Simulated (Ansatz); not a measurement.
Frequency calculation, with input and output: AlPH5Cl

System: AlPH5Cl.
Method: RKS PBE/def2-SVP (Ansatz 0.2.0).

It belongs to a series of runs on one base structure; here: vibrations at the highest image of the band. Figures and captions count atoms from 1; the log counts them from 0 in places.

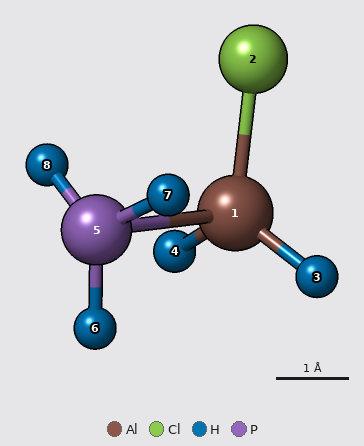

*The structure (ball-and-stick view, seen at a tilt; atoms are numbered from 1 in the order of the input). Sticks mark near contacts.*

Bond lengths as drawn: Al–Cl 2.16 Å, Al–H 1.60 Å, Al–P 2.72 Å and H–P 1.40 to 1.41 Å.

Key numbers:

```tsv
quantity	value
outcome	converged
total energy	−28467.4001 eV
mean-field energy	−28467.4001 eV
largest force (length of the vector)	0.006 eV/Å
hardware	1 thread of Arm Neoverse V1, 24 GiB of memory available, shared host
wall time	64 s
peak memory	0.11 GiB
```

Input:
```yaml
crystal:
  periodic: [false, false, false]
  atoms:
    - { symbol: Al, position_ang: [0.066034, -0.109526, 0.179074] }
    - { symbol: Cl, position_ang: [0.618819, 0.72729, 2.090902] }
    - { symbol: H, position_ang: [1.218194, -0.141785, -0.93464] }
    - { symbol: H, position_ang: [-1.488393, -0.023525, -0.202366] }
    - { symbol: P, position_ang: [0.141496, -2.725111, 0.915719] }
    - { symbol: H, position_ang: [-0.292256, -3.009823, -0.390593] }
    - { symbol: H, position_ang: [1.504064, -2.468045, 1.140731] }
    - { symbol: H, position_ang: [-0.798958, -2.310476, 1.873075] }
basis:
  gaussian: { orbitals: def2-SVP }
hamiltonian:
  xc: pbe
phonons: {}
```

Launch command:
```bash
ansatz run input.yaml --threads 1 --pin off --max-ram 2048MiB --backend cpu --events-out ev --progress --plain --runs-dir out
```

The program's output:
```
Engine: ansatz 0.2.0, aarch64-unknown-linux-gnu
Functional definition: PBE
  parameter kappa = 0.804
  parameter beta = 0.06672455060314922
  exchange = pbe_x(kappa = kappa, mu = beta*pi^2/3)
  correlation = pbe_c(beta = beta)
885 factors; their error is unknown
mean field evaluation 1: about -28466.1733 eV, gradient 1.8e1 eV
mean field evaluation 2: about -28466.7058 eV, gradient 1.5e1 eV
mean field evaluation 4: about -28467.4306 eV, gradient 8.5e-1 eV
mean field evaluation 8: about -28467.4000 eV, gradient 9.0e-2 eV
mean field -28467.40004697 eV, -1046.1576558295 hartree, gradient 4.3e-5 eV, S^2 0.000000; 0 other end points of the search recorded, 0 dependent functions left out
the calculation of the forces begins
reference -28467.40008494 eV, -1046.1576572247 hartree; 25, 25 occupied and 54, 54 virtual orbitals, 885 factors
these checks for a lower state are left out or cut short: stability, starts, cluster_reference, orbital_swaps, neighbouring_geometries, increment
885 factors; their error is unknown
mean field evaluation 16: about -28467.4332 eV, gradient 1.1e-1 eV
mean field -28467.39997776 eV, -1046.1576532859 hartree, gradient 9.2e-7 eV, S^2 0.000000; 0 other end points of the search recorded, 0 dependent functions left out
[... from here on the field's lines of each further geometry are left out, up to the last ...]
the calculation of the forces begins
reference -28467.40005301 eV, -1046.1576560512 hartree; 25, 25 occupied and 54, 54 virtual orbitals, 885 factors
these checks for a lower state are left out or cut short: stability, starts, cluster_reference, orbital_swaps, neighbouring_geometries, increment
885 factors; their error is unknown
mean field -28467.40000585 eV, -1046.1576543182 hartree, gradient 6.3e-7 eV, S^2 0.000000; 0 other end points of the search recorded, 0 dependent functions left out
the calculation of the forces begins
reference -28467.40004381 eV, -1046.1576557133 hartree; 25, 25 occupied and 54, 54 virtual orbitals, 885 factors
WARN: phonons: modes at or below zero, which the zero-point energy, F, S and C_V leave out: 1, the lowest at -889.85 cm⁻¹. A minimum has none, and a first-order saddle one
Total energy: -28467.40008494 eV, -1046.1576572247 hartree
Atom 0 at     0.066034    -0.109526     0.179074 Å, force    -0.000950     0.002309    -0.004437 eV/Å
Atom 1 at     0.618819     0.727290     2.090902 Å, force     0.000681    -0.001985     0.001105 eV/Å
Atom 2 at     1.218194    -0.141785    -0.934640 Å, force    -0.000174    -0.001409    -0.000224 eV/Å
Atom 3 at    -1.488393    -0.023525    -0.202366 Å, force    -0.000581     0.000314     0.000771 eV/Å
Atom 4 at     0.141496    -2.725111     0.915719 Å, force     0.002270    -0.002306    -0.004451 eV/Å
Atom 5 at    -0.292256    -3.009823    -0.390593 Å, force     0.002648     0.003333     0.004288 eV/Å
Atom 6 at     1.504064    -2.468045     1.140731 Å, force    -0.002804     0.000119     0.001133 eV/Å
Atom 7 at    -0.798958    -2.310476     1.873075 Å, force    -0.001089    -0.000376     0.001816 eV/Å
Dipole moment:    -0.054086    -0.919959    -0.049536 e Å
Vibrations: -889.85 61.68 78.47 217.10 288.24 387.98 473.73 484.03 508.93 645.24 753.77 961.21 970.19 1855.60 1863.07 2487.80 2574.92 2578.81 cm⁻¹, zero-point energy 1.065691 eV
```

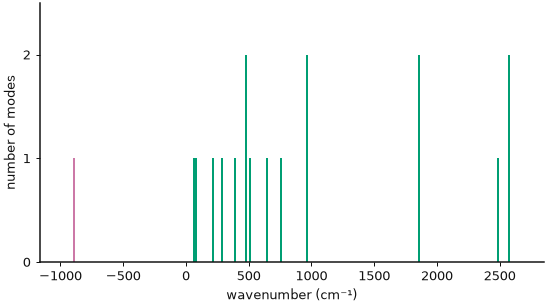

*Harmonic vibrational wavenumbers from the force constants; neighbouring modes closer than 16 cm⁻¹ are counted in one stick, and imaginary ones are drawn at negative wavenumbers.*

18 modes from 890i to 2579 cm⁻¹, 1 imaginary beyond 8i (890i cm⁻¹): a first-order saddle point, if the geometry is stationary.
